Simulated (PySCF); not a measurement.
Vertical excitations of a molecule C₃H₇BO₃ from TDA-B3LYP/def2-SVPD (PySCF), as energy in eV (oscillator strength): 5.40 (0.001), 6.94 (0.020), 7.28 (0.003), 7.73 (0.150), 7.81 (0.019), 7.96 (0.031). Lowest triplet (TDA): 4.87 eV. Coordinates come from a PBE-D3(BJ)/def2-SVP optimisation. One conformer was computed; it need not be the lowest.

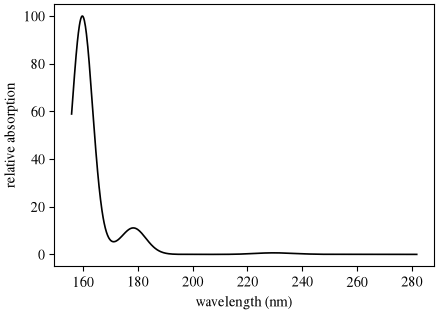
Fig. 1. The lines broadened by 0.4 eV.

Question: Which structure fits?
A) OB(O)C1(O)CC1
B) COB1OCCO1
C) C[C@H]1OB(O)[C@H]1O
D) CB(O)OC(C)=O

Answer: D, CB(O)OC(C)=O
